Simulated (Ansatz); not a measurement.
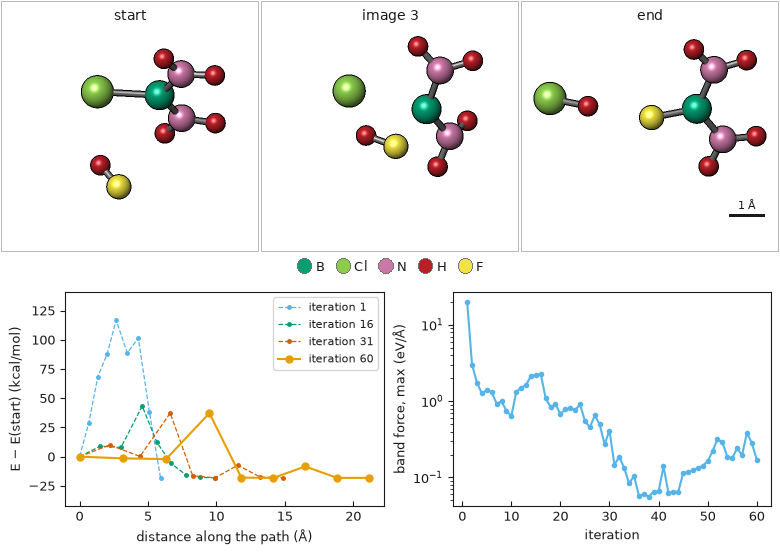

A nudged-elastic-band calculation for BN2H5ClF, made up at the start of BN2H4Cl and HF. Images are numbered from 0 (start) to 8 (end). The plot follows the band through its iterations. The picture is a ball-and-stick view, seen from a free direction.

Method: Ansatz 0.2.0, RHF/6-31G*. Run with 7 movable images; climbing image; force threshold 0.05 eV/Å; iteration limit 60; starting path through a guess of the saddle point.

Q: How did the profile develop, and is the result final?

A: The result isn't final. The band hadn't converged when the run stopped after 60 iterations. The largest component of the band force went from 20 to 0.17 eV/Å. The barrier read from it is provisional, though the highest image hardly moved in the last two iterations. The first iteration put the highest image at 116.8 kcal/mol. Forward barrier 37.3 kcal/mol, backward barrier 55.4 kcal/mol, with image 3 at the top; the reaction energy is −18.1 kcal/mol.

Limits of the set-up: the start holds two separate molecules, 2.5 Å apart at their closest, whose relative position is a soft coordinate and is computed without a dispersion correction; Hartree-Fock leaves out electron correlation.
